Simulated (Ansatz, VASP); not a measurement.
# PtSe2: VASP beside Ansatz, part 2 of 2

One calculation is typed for both programs; each brings its own data sets. How far apart do they land? The start cell is built, not measured: As first built, before any earlier steps moved the atoms (in the runner's words): it takes the PtS2 structure with some of its atoms replaced by other elements, volume scaled by an estimate. The cell is taken from a series of VASP runs on this material, whose earlier steps may have relaxed, scaled or displaced it; both programs get it as it stands. Other levels of theory on this material are compared in a session of their own. Valence electrons are named where the data sets of a main pair hold unlike numbers.

VASP 6.6.1 and Ansatz 0.2.0.

So far. Step 2 (VASP: band structure, PBE): The run ends at a pressure of -0.02 GPa, with forces up to 0.036 eV/Å.

**6. VASP: band structure, PBE, spin-orbit coupling**

Level of this step: PBE, spin-orbit coupling; plane waves and PAW (Pt, Se) (VASP).

The same cell, functional, mesh and smearing now go to VASP, with its own data sets.

Input file INCAR:

```
SYSTEM = PtSe2
PREC = Accurate
ENCUT = 400
EDIFF = 1E-06
NELM = 100
ISMEAR = 0
SIGMA = 0.02
LREAL = .FALSE.
ALGO = Normal
GGA = PE
LNONCOLLINEAR = .TRUE.
MAGMOM = 0 0 0 0 0 0 0 0 0
NBANDS = 34
GGA_COMPAT = .FALSE.
LASPH = .TRUE.
LSORBIT = .TRUE.
LMAXMIX = 4
LORBIT = 11
LWAVE = .FALSE.
LCHARG = .FALSE.
KPAR = 4
```

Input file POSCAR:

```
PtSe2
1.0
    3.7845975877      0.0000000000      0.0000000000
   -1.8922987938      3.2775575000      0.0000000000
    0.0000000000      0.0000000000      5.3840240956
Pt Se
1 2
Direct
    0.0000000000      0.0000000000      0.0000000000
    0.3333333300      0.6666666700      0.2389777842
    0.6666666700      0.3333333300      0.7610222158
```

Input file KPOINTS:

```
Automatic mesh
0
Gamma
7 7 4
0 0 0
```

Input file KPOINTS_OPT:

```
Line mode
16
Line-mode
Reciprocal
  0.00000000   0.00000000   0.00000000 GAMMA
  0.50000000   0.00000000   0.00000000 M

  0.50000000   0.00000000   0.00000000 M
  0.33333333   0.33333333   0.00000000 K

  0.33333333   0.33333333   0.00000000 K
  0.00000000   0.00000000   0.00000000 GAMMA

  0.00000000   0.00000000   0.00000000 GAMMA
  0.00000000   0.00000000   0.50000000 A

  0.00000000   0.00000000   0.50000000 A
  0.50000000   0.00000000   0.50000000 L

  0.50000000   0.00000000   0.50000000 L
  0.33333333   0.33333333   0.50000000 H

  0.33333333   0.33333333   0.50000000 H
  0.00000000   0.00000000   0.50000000 A

  0.50000000   0.00000000   0.50000000 L
  0.50000000   0.00000000   0.00000000 M

  0.33333333   0.33333333   0.00000000 K
  0.33333333   0.33333333   0.50000000 H
```

The projector-augmented-wave data sets are Pt and Se (PBE family, release 64).

Command:

```console
$ mpirun -np 4 vasp_ncl
```

Numbers of over 12 decimals in the logs are rounded to 6 here.

The log of the run:

```text
[... set-up lines as in an earlier step ...]
 entering main loop
       N       E                     dE             d eps       ncg     rms          rms(c)
DAV:   1     0.101496669374E+03    0.10150E+03   -0.83121E+03  1904   0.917E+02
DAV:   2    -0.948454071554E+01   -0.11098E+03   -0.10512E+03  2298   0.203E+02
DAV:   3    -0.154697790523E+02   -0.59852E+01   -0.58767E+01  2308   0.461E+01
DAV:   4    -0.155353026546E+02   -0.65524E-01   -0.65457E-01  2266   0.534E+00
[...]
DAV:  12    -0.146758010099E+02   -0.55983E-05   -0.12697E-05  2278   0.366E-02    0.165E-02
DAV:  13    -0.146758049586E+02   -0.39488E-05   -0.43037E-06  2048   0.135E-02    0.741E-03
DAV:  14    -0.146758058535E+02   -0.89488E-06   -0.14089E-06  2008   0.793E-03
   1 F= -.14675806E+02 E0= -.14675698E+02  d E =-.216332E-03  mag=     0.0000    -0.0000     0.0000
 Start KPOINTS_OPT (optional k-point list driver)
k-point batch [1-28\144]
       N       E                     dE             ncg
DAV:   1     0.306448535339E+04   -0.82832E+04     1912
DAV:   2    -0.390956366590E+02   -0.31036E+04     2346
DAV:   3    -0.196922481451E+03   -0.15783E+03     2308
DAV:   4    -0.198594101938E+03   -0.16716E+01     2128
DAV:   5    -0.198625427128E+03   -0.31325E-01     2330
DAV:   6    -0.198626145693E+03   -0.71857E-03     2176
DAV:   7    -0.198626169557E+03   -0.23864E-04     2158
DAV:   8    -0.198626170400E+03   -0.84312E-06     1608
[...]
k-point batch [141-144\144]
       N       E                     dE             ncg
DAV:   1     0.158528732486E+05   -0.23788E+04      272
DAV:   2     0.154244631905E+05   -0.42841E+03      322
DAV:   3     0.154053025470E+05   -0.19161E+02      328
DAV:   4     0.154051071320E+05   -0.19541E+00      316
DAV:   5     0.154051035428E+05   -0.35892E-02      304
DAV:   6     0.154051034257E+05   -0.11709E-03      312
DAV:   7     0.154051034213E+05   -0.43916E-05      312
DAV:   8     0.154051034211E+05   -0.16774E-06      248
```

From OUTCAR (step 6):

```text
  Total        0.0575299      0.0575299      0.3957448      0.0000000     -0.0000000      0.0000000
  in kB        1.3801531      1.3801530      9.4939909      0.0000000     -0.0000000      0.0000000
  external PRESSURE =       4.0847657 kB  Pullay stress =       0.0000000 kB

 POSITION                                       TOTAL-FORCE (eV/Angst)
 -----------------------------------------------------------------------------------
      0.00000      0.00000      0.00000         0.000000      0.000000      0.000000
     -0.00000      2.18504      1.28666         0.000000      0.000000      0.053684
      1.89230      1.09252      4.09736        -0.000000     -0.000000     -0.053684
 -----------------------------------------------------------------------------------
    total drift:                                0.000000      0.000000      0.000000

  FREE ENERGIE OF THE ION-ELECTRON SYSTEM (eV)
  ---------------------------------------------------
  free  energy   TOTEN  =       -14.6758058535 eV

  energy  without entropy=      -14.6755895213  energy(sigma->0) =      -14.67569769

 magnetization (x)
# of ion       s       p       d       tot
------------------------------------------
    1       -0.000   0.000   0.000  -0.000
    2       -0.000   0.000   0.000  -0.000
    3       -0.000  -0.000   0.000  -0.000
--------------------------------------------------
tot         -0.000  -0.000   0.000  -0.000

 magnetization (y)
# of ion       s       p       d       tot
------------------------------------------
    1        0.000   0.000   0.000   0.000
    2        0.000   0.000   0.000   0.000
    3        0.000   0.000   0.000   0.000
--------------------------------------------------
tot          0.000   0.000   0.000   0.000

 magnetization (z)
# of ion       s       p       d       tot
------------------------------------------
    1        0.000   0.000  -0.000  -0.000
    2        0.000   0.000   0.000   0.000
    3        0.000   0.000   0.000   0.000
--------------------------------------------------
tot          0.000   0.000  -0.000  -0.000

[... 1 part as in an earlier step ...]

[... 2 further parts left out ...]
[key lines of the parts left out:]
E-fermi :   5.3724
```

The run ends at a pressure of 0.41 GPa, with forces up to 0.054 eV/Å.

**7. Comparison**

What differs besides the data sets and the points named for the pairs above, as far as they apply: spin-orbit coupling enters by fully relativistic files in Ansatz and inside the spheres in VASP; the data sets hold 50 valence electrons in Ansatz (on its fully relativistic PAW (standard-fr) files) and 22 in VASP. Total energies have different zeros and are not compared.

Both answers:

| quantity | Ansatz | VASP | difference |
| --- | --- | --- | --- |
| pressure (GPa) | 0.36 | 0.41 | -0.04 |

Forces (eV/Å; atoms numbered as in POSCAR):

```
atom        Ansatz x, y, z          VASP x, y, z
 Pt1   0.000, 0.000, 0.000   0.000, 0.000, 0.000
 Se2   0.000, 0.000, 0.038   0.000, 0.000, 0.054
 Se3  0.000, 0.000, -0.038  0.000, 0.000, -0.054
```

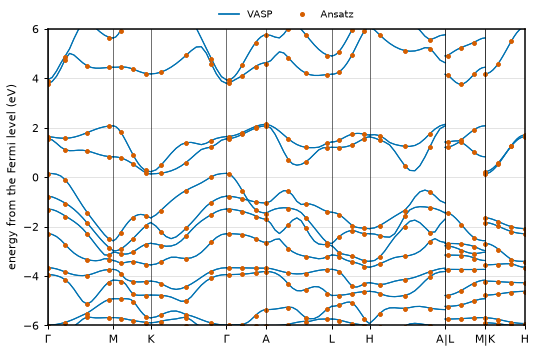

Bands from VASP (lines) and levels from Ansatz (dots). Dots without a line are higher empty bands that the VASP plot leaves out.

The forces differ by 7.4 meV/Å r.m.s., which is 29.1 % of the r.m.s. force of 0.025 eV/Å (both taken over all components). Levels from 3 eV below to 2 eV above the Fermi level differ by 16 meV r.m.s. and 36 meV at most; each VASP level is matched to the nearest of Ansatz, which flatters the figure a little. Ansatz's pressure holds a Pulay correction of 0.03 GPa; VASP's holds none.

**8. VASP: band structure, r2SCAN, spin-orbit coupling**

With cell and atoms fixed, the geometry can't cause a difference; cores, projectors, grids and the points listed under the comparison can.

INCAR: that of step 6 with these lines changed.

```diff
@@ -9,3 +9,4 @@
 ALGO = Normal
-GGA = PE
+METAGGA = R2SCAN
+LASPH = .TRUE.
 LNONCOLLINEAR = .TRUE.
@@ -14,3 +15,2 @@
 GGA_COMPAT = .FALSE.
-LASPH = .TRUE.
 LSORBIT = .TRUE.
```

POSCAR is that of step 6.

KPOINTS is that of step 6.

KPOINTS_OPT is that of step 6.

Command:

```console
$ mpirun -np 4 vasp_ncl
```

The log of the run:

```text
[banner, memory and clock lines left out]
running    4 mpi-ranks, on    1 nodes
[...]
|                                                                             |
|               ----> ADVICE to this user running VASP <----                  |
|                                                                             |
|     You enforced a specific xc type in the INCAR file but a different       |
|     [... a line on the potential file left out ...]
|     I HOPE YOU KNOW WHAT YOU ARE DOING!                                     |
|                                                                             |

 LDA part: xc-table for (None), standard interpolation
 POSCAR, INCAR and KPOINTS ok, starting setup
[...]
entering main loop
       N       E                     dE             d eps       ncg     rms          rms(c)
DAV:   1     0.319090626963E+02    0.31909E+02   -0.85202E+03  1904   0.941E+02
DAV:   2    -0.818975167235E+02   -0.11381E+03   -0.10775E+03  2306   0.208E+02
[...]
DAV:  15    -0.818536954238E+02   -0.43455E-07   -0.23070E-07  1062   0.347E-03
   1 F= -.81853695E+02 E0= -.81853582E+02  d E =-.226254E-03  mag=     0.0000     0.0000     0.0000
 Start KPOINTS_OPT (optional k-point list driver)
k-point batch [1-28\144]
       N       E                     dE             ncg
DAV:   1     0.290683396163E+04   -0.84408E+04     1912
DAV:   2    -0.326570795748E+03   -0.32334E+04     2354
DAV:   3    -0.487179524940E+03   -0.16061E+03     2288
DAV:   4    -0.488853373516E+03   -0.16738E+01     2132
DAV:   5    -0.488887465839E+03   -0.34092E-01     2382
DAV:   6    -0.488888198534E+03   -0.73270E-03     2152
DAV:   7    -0.488888224217E+03   -0.25683E-04     2204
DAV:   8    -0.488888225060E+03   -0.84291E-06     1510
[...]
k-point batch [141-144\144]
       N       E                     dE             ncg
DAV:   1     0.158282054869E+05   -0.24034E+04      272
DAV:   2     0.153827086372E+05   -0.44550E+03      322
DAV:   3     0.153633262646E+05   -0.19382E+02      336
DAV:   4     0.153631334062E+05   -0.19286E+00      316
DAV:   5     0.153631294922E+05   -0.39140E-02      302
DAV:   6     0.153631293549E+05   -0.13733E-03      322
DAV:   7     0.153631293493E+05   -0.55707E-05      312
DAV:   8     0.153631293491E+05   -0.22889E-06      272
```

OUTCAR, selected parts (step 8):

```text
  Total       -1.1584434     -1.1584433     -0.1283044     -0.0000000      0.0000000     -0.0000000
  in kB      -27.7912692    -27.7912665     -3.0780451     -0.0000000      0.0000000     -0.0000000
  external PRESSURE =     -19.5535269 kB  Pullay stress =       0.0000000 kB

 POSITION                                       TOTAL-FORCE (eV/Angst)
 -----------------------------------------------------------------------------------
      0.00000      0.00000      0.00000        -0.000000      0.000000      0.000000
     -0.00000      2.18504      1.28666         0.000000     -0.000000     -0.100891
      1.89230      1.09252      4.09736         0.000000      0.000000      0.100891
 -----------------------------------------------------------------------------------
    total drift:                               -0.000000      0.000000      0.000000

  FREE ENERGIE OF THE ION-ELECTRON SYSTEM (eV)
  ---------------------------------------------------
  free  energy   TOTEN  =       -81.8536954238 eV

  energy  without entropy=      -81.8534691701  energy(sigma->0) =      -81.85358230

 magnetization (x)
# of ion       s       p       d       tot
------------------------------------------
    1        0.000   0.000   0.000   0.000
    2       -0.000   0.000   0.000  -0.000
    3       -0.000   0.000   0.000  -0.000
--------------------------------------------------
tot         -0.000   0.000   0.000  -0.000

 magnetization (y)
# of ion       s       p       d       tot
------------------------------------------
    1        0.000   0.000   0.000   0.000
    2        0.000   0.000  -0.000   0.000
    3        0.000   0.000  -0.000   0.000
--------------------------------------------------
tot          0.000   0.000  -0.000   0.000

 magnetization (z)
# of ion       s       p       d       tot
------------------------------------------
    1        0.000   0.000   0.000   0.000
    2        0.000   0.000   0.000   0.000
    3        0.000   0.000   0.000   0.000
--------------------------------------------------
tot          0.000   0.000   0.000   0.000

[... 2 parts as in an earlier step ...]

[... 1 further part left out ...]
[key lines of the parts left out:]
E-fermi :   5.2471
```

The run ends at a pressure of -1.96 GPa, with forces up to 0.10 eV/Å.

**9. Ansatz: band structure, r2SCAN, spin-orbit coupling**

The same cell, functional, mesh and smearing now go to Ansatz, which takes its cutoff from its data sets.

The cell is taken from a series of VASP runs on this material, whose earlier steps may have relaxed, scaled or displaced it; both programs get it as it stands.

Input file input.yaml:

```yaml
crystal:
  lattice:
    - [3.7845975877, 0.0, 0.0]
    - [-1.8922987938, 3.2775575, 0.0]
    - [0.0, 0.0, 5.3840240956]
  atoms:
    - { symbol: Pt, position: [0.0, 0.0, 0.0] }
    - { symbol: Se, position: [0.33333333, 0.66666667, 0.2389777842] }
    - { symbol: Se, position: [0.66666667, 0.33333333, 0.7610222158] }
hamiltonian:
  xc: r2scan
  pseudopotentials: { kind: paw_fr }
magnetization:
  noncollinear: true
  spin_orbit: true
kpoints:
  mp_grid: { grid: [7, 7, 4] }
  band_path:
    path:
      - [0.0, 0.0, 0.0]
      - [0.13333, 0.0, 0.0]
      - [0.3, 0.0, 0.0]
      - [0.46667, 0.0, 0.0]
      - [0.46667, 0.06667, 0.0]
      - [0.41111, 0.17778, 0.0]
      - [0.35556, 0.28889, 0.0]
      - [0.28889, 0.28889, 0.0]
      - [0.17778, 0.17778, 0.0]
      - [0.06667, 0.06667, 0.0]
      - [0.0, 0.0, 0.03333]
      - [0.0, 0.0, 0.2]
      - [0.0, 0.0, 0.36667]
      - [0.0, 0.0, 0.5]
      - [0.16667, 0.0, 0.5]
      - [0.3, 0.0, 0.5]
      - [0.46667, 0.0, 0.5]
      - [0.46667, 0.06667, 0.5]
      - [0.41111, 0.17778, 0.5]
      - [0.35556, 0.28889, 0.5]
      - [0.28889, 0.28889, 0.5]
      - [0.17778, 0.17778, 0.5]
      - [0.06667, 0.06667, 0.5]
      - [0.5, 0.0, 0.46667]
      - [0.5, 0.0, 0.3]
      - [0.5, 0.0, 0.13333]
      - [0.33333, 0.33333, 0.0]
      - [0.33333, 0.33333, 0.16667]
      - [0.33333, 0.33333, 0.33333]
      - [0.33333, 0.33333, 0.5]
    npoints: 1
scf:
  occupations: { method: gaussian, width: 0.02 }
  n_extra_bands: 14
output:
  forces: true
  stress: true
  eigenvalues: true
  write_density: true
  write_potential: true
  elf: true
  volumetric_format: npy
```

Command:

```console
$ ansatz run input.yaml --threads 2 --pin off --max-ram 4608MiB --backend cpu --events-out ev --progress --plain --runs-dir out
```

The log of the run:

```text
[...]
Crystal: 3 atoms, lattice volume = 66.785 Å³
Basis set: ecut = 500 eV, 1651 PW (Γ), exchange–correlation on 120×120×160 points (64 copies of the dense FFT grid, shifted against one another)
Bands: 64, of which v1, the nominal top of the filled ones, is band 50 counted from 1 (49 counted from 0)
[...]
k-point 1: bands = [... 46 lower, 10.3120, 10.3120, 10.4906, 10.4906, 13.2474, 13.2474, 13.3278, 13.3278, ... 10 higher]
  k-point 2: bands = [... 46 lower, 9.7708, 9.7708, 10.1818, 10.1818, 13.5104, 13.5104, 13.5848, 13.5848, ... 10 higher]
  k-point 27: bands = [... 46 lower, 8.8079, 8.8079, 9.2373, 9.2373, 12.9292, 12.9292, 13.1171, 13.1171, ... 10 higher]
[key lines of the parts left out:]
SCF converged after 8 iterations
Magnetization: |M| = 0.0000 μB,  M = (+0.0000, +0.0000, +0.0000) μB
Free energy (F): -23462.930135 eV
Fermi energy:    11.448250 eV
P = ⅓ Tr σ = -2.0837 GPa (-20.837 kbar)
```

Run time: 78 s. Hardware: 2 threads of Arm Neoverse N1, shared host; peak memory 0.81 GiB.

**10. Side by side**

What differs besides the data sets and the points named for the pairs above, as far as they apply: VASP keeps PBE cores, Ansatz makes them for the functional; the data sets hold 50 valence electrons in Ansatz (on its fully relativistic PAW (standard-fr) files) and 22 in VASP; the cutoff is 500 eV in Ansatz and 400 eV in VASP. Total energies have different zeros and are not compared.

Both answers:

```
      quantity  Ansatz   VASP  difference
pressure (GPa)   -2.08  -1.96       -0.13
```

Forces (eV/Å; atoms numbered as in POSCAR):

| atom | Ansatz x, y, z | VASP x, y, z |
| --- | --- | --- |
| Pt1 | 0.000, 0.000, 0.000 | 0.000, 0.000, 0.000 |
| Se2 | 0.000, 0.000, -0.132 | 0.000, 0.000, -0.101 |
| Se3 | 0.000, 0.000, 0.132 | 0.000, 0.000, 0.101 |

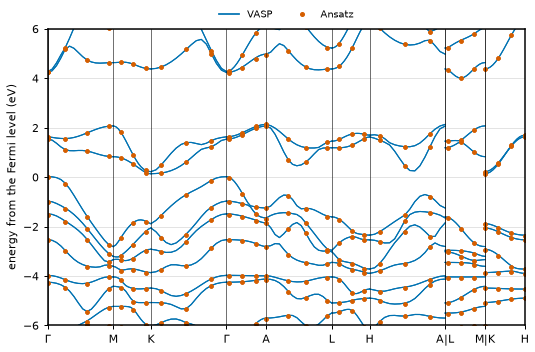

Bands from VASP (lines) and levels from Ansatz (dots). Dots without a line are higher empty bands that the VASP plot leaves out.

The forces differ by 15 meV/Å r.m.s., which is 31.2 % of the r.m.s. force of 0.048 eV/Å (both taken over all components). Levels from 3 eV below to 2 eV above the Fermi level differ by 16 meV r.m.s. and 31 meV at most; each VASP level is matched to the nearest of Ansatz, which flatters the figure a little.

**11. Further runs**

Further runs change the set-up of one program: Ansatz's method, potentials or start, or VASP's data sets, cutoff or form of LDA. The table gives Ansatz less VASP for each quantity, since a change that brings one quantity closer may part another.

```csv
run,r.m.s. force difference (meV/Å),pressure (GPa)
as above,15,-0.13
cores kept as stored,16,-0.16
Ansatz's larger PAW set (cutoff 900 eV),14,-0.10
```

**12. Summary of results**

```yaml
r_m_s_difference_of_levels_near_the_fermi_level_band_structure_pbe: 9.9 meV
r_m_s_difference_of_levels_near_the_fermi_level_band_structure_pbe_spin_orbit_coupling: 16 meV
r_m_s_force_difference_band_structure_pbe_spin_orbit_coupling: 7.4 meV/Å
r_m_s_force_difference_band_structure_r2scan_spin_orbit_coupling: 15 meV/Å
```

What this shows: The r.m.s. force difference is 15 meV/Å (band structure, r2SCAN, spin-orbit coupling), beyond the 12 meV/Å picked in this series as the mark of a large difference. The data sets hold unlike numbers of valence electrons (50 in Ansatz and 22 in VASP), so part of the differences comes from the potentials. For band structure, r2SCAN, spin-orbit coupling, no further run moves any of the tabulated differences by more than a quarter of its size. 7 further runs of this series are not shown here. Such differences can come from data sets, numerical settings and the points named under the comparisons, not from the functional's error against experiment.

[Lines on the potential files, build, host, timing and source positions are cut from VASP's logs without a mark.]

[Logs are printed without paths, hosts, clocks, repeated set-up lines and the standing remarks that a program may print on its own settings, such as how far it seeks lower states.]

[Hosts, paths, dates, database ids (printed as entryN), source tags and the programs' standing remarks are cut or masked in the printed files.]
